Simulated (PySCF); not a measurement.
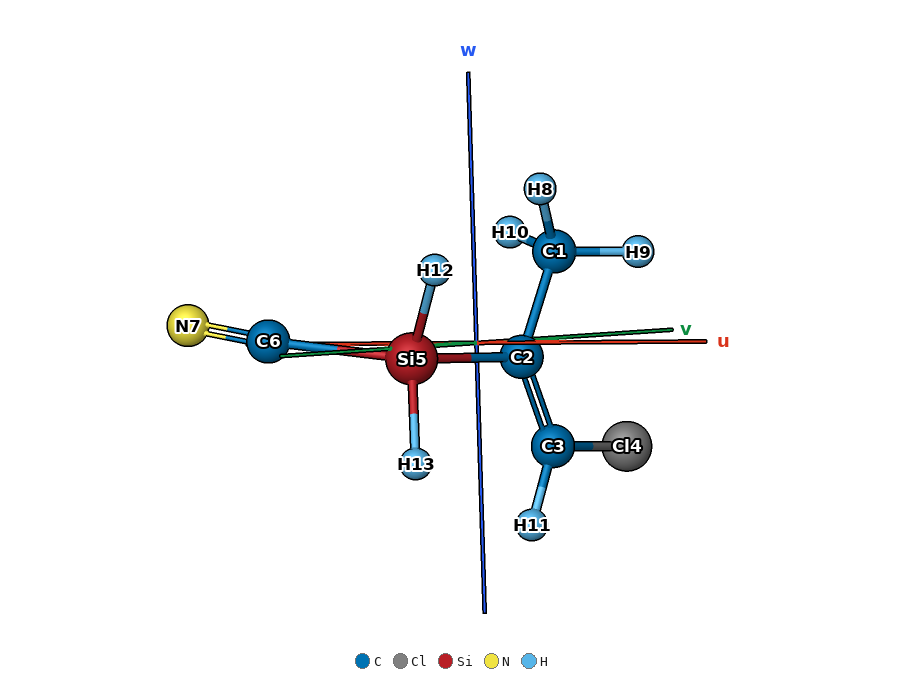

The lines u, v and w are the principal axes of the g tensor. State: charge −1, doublet. Computed geometry: GFN2-xTB optimisation. No frequency run is at hand to confirm it as a minimum. Properties computed with UKS B3LYP, pcH-1 on C Cl H N Si, non-relativistic, mean-field spin-orbit, GIAO (PySCF 2.14.0).

**Along which axis does g lie farthest from the free-electron value?**

Along w: the shift is 3529 ppm.

Give the principal values and shifts.

```json
{"axis": "u", "g": "2.00081", "shift (ppm)": "−1506"}
{"axis": "v", "g": "2.00411", "shift (ppm)": "1795"}
{"axis": "w", "g": "2.00585", "shift (ppm)": "3529"}
```

The geometry is semi-empirical. Around Si such bond lengths and angles can be off by a tenth of an ångström or more and by several degrees, and values that hang on the shape move with them.
